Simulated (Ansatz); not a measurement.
**PH (SMILES [PH]) at UPBE-QIDH/cc-pVTZ**

What is the vertical ionisation energy of PH at UPBE-QIDH/cc-pVTZ? 

The calculation is run with Ansatz 0.2.0.

30 further runs of the same task are left out: 30 set aside as unsound or not needed.

## (1) The structure to begin with

PH has 2 atoms, charge 0, and is taken as a triplet. As SMILES, `[PH]`. The shape is that of a PBE0-D4/def2-TZVP optimisation.

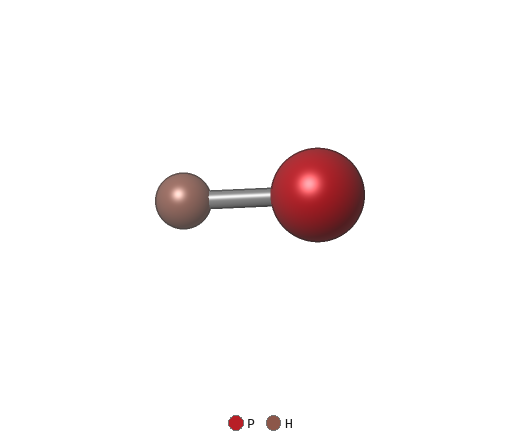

Viewed from a chosen angle; phosphorus red, hydrogen brown.

## (2) A single-point energy at UPBE-QIDH/cc-pVTZ

in.yaml reads:

```yaml
crystal:
  periodic: [false, false, false]
  atoms:
    - {symbol: P, position_ang: [-0.000000, -0.000000, -0.014610]}
    - {symbol: H, position_ang: [0.000000, 0.000000, 1.413680]}
basis:
  gaussian: {orbitals: cc-pVTZ}
magnetization: {spin_polarized: true, initial_magnetization: 2}
hamiltonian: {xc: {name: PBE-QIDH}}
correlation: {frozen_orbitals: {H: 0, P: 5}}
accuracy: high
output: {orbitals: {seedname: orbitals}}
```

Started as:

```sh
$ ansatz run in.yaml --threads 1 --pin off --max-ram 3480MiB --events-out events.jsonl --progress --plain --runs-dir runs
```

Output:

```text
Warning: RAYON_NUM_THREADS=1 ignored (pool sized by the plan → 1); use --threads N
Functional definition: PBE-QIDH
  name "PBE-QIDH"
  parameter a = 3^(-1/3)
  parameter c = 1/3
  exchange = (1 - a)*pbe_x + a*exact_x
  correlation = (1 - c)*pbe_c + c*(mp2_os + mp2_ss)
622 factors; integrals over basis functions are off by at most 3.8e-9 eV
mean field evaluation 1: about -9296.0293 eV, gradient 4.4e0 eV
mean field evaluation 2: about -9296.0303 eV, gradient 4.4e0 eV
mean field evaluation 4: about -9296.2509 eV, gradient 3.4e-1 eV
mean field evaluation 8: about -9296.2531 eV, gradient 1.8e-2 eV
mean field evaluation 16: about -9296.2531 eV, gradient 5.5e-6 eV
mean field -9296.25314642 eV, -341.6310019042 hartree, gradient 2.9e-8 eV, S^2 2.016539; 0 other end points of the search recorded, 0 dependent functions left out
5 core orbitals not correlated: weight in the atoms' cores, before any rotation towards them, 1.000 or more for the frozen orbitals, at most 0.000 for the correlated occupied ones
reference -9296.25314710 eV, -341.6310019291 hartree; 4, 2 occupied and 39, 41 virtual orbitals, 622 factors
second order -3.33785506 eV of doubles, -0.00000000 eV of singles
Total energy: -9297.36576545 eV, -341.6718898994 hartree
```

Wall time 1.4 s (1 thread of Arm Neoverse V2, shared host); peak memory 0.11 GiB.

## (3) The doublet cation at the same level

in.yaml reads:

```yaml
crystal:
  periodic: [false, false, false]
  atoms:
    - {symbol: P, position_ang: [-0.000000, -0.000000, -0.014610]}
    - {symbol: H, position_ang: [0.000000, 0.000000, 1.413680]}
basis:
  gaussian:
    orbitals: cc-pVTZ
output:
  orbitals: {seedname: orbitals}
total_charge: 1
accuracy: high
hamiltonian:
  xc: {name: PBE-QIDH}
magnetization:
  spin_polarized: true
  initial_magnetization: 1
correlation:
  frozen_orbitals: {H: 0, P: 5}
```

Started as:

```sh
$ ansatz run in.yaml --threads 1 --pin off --max-ram 3480MiB --events-out events.jsonl --progress --plain --runs-dir runs
```

Output, cut to the lines that bear on the results:

```text
Warning: RAYON_NUM_THREADS=1 ignored (pool sized by the plan → 1); use --threads N
[... 2 set-up lines as earlier in the session ...]
[...]
622 factors; integrals over basis functions are off by at most 3.8e-9 eV
[...]
mean field -9286.14154023 eV, -341.2594072307 hartree, gradient 2.9e-8 eV, S^2 0.760696; 2 other end points of the search recorded, 0 dependent functions left out
5 core orbitals not correlated: weight in the atoms' cores, before any rotation towards them, 1.000 or more for the frozen orbitals, at most 0.000 for the correlated occupied ones
reference -9286.14154093 eV, -341.2594072565 hartree; 3, 2 occupied and 40, 41 virtual orbitals, 622 factors
second order -2.82056996 eV of doubles, -0.00000000 eV of singles
Total energy: -9287.08173092 eV, -341.2939586012 hartree
```

It took 2 s on 1 thread of Arm Neoverse V2, shared host; peak memory 0.11 GiB.

## (4) Summary of results

At UPBE-QIDH/cc-pVTZ, 5 core orbitals frozen:

| quantity | value |
| --- | --- |
| triplet PH: total energy | -341.67189 Eh |
| triplet PH: HOMO energy (SCF part's orbitals) (highest over α and β) | -9.39 eV |
| triplet PH: LUMO energy (SCF part's orbitals) (lowest over α and β) | -0.59 eV |
| triplet PH: ⟨S²⟩ | 2.017 |
| doublet cation: total energy | -341.29396 Eh |
| doublet cation: HOMO energy (SCF part's orbitals) (highest over α and β) | -18.09 eV |
| doublet cation: LUMO energy (SCF part's orbitals) (lowest over α and β) | -10.79 eV |
| doublet cation: ⟨S²⟩ | 0.761 |
| vertical ionisation energy (to the doublet cation) | 10.284 eV |

**Reading.** The vertical ionisation energy comes to 10.28 eV (237 kcal/mol).
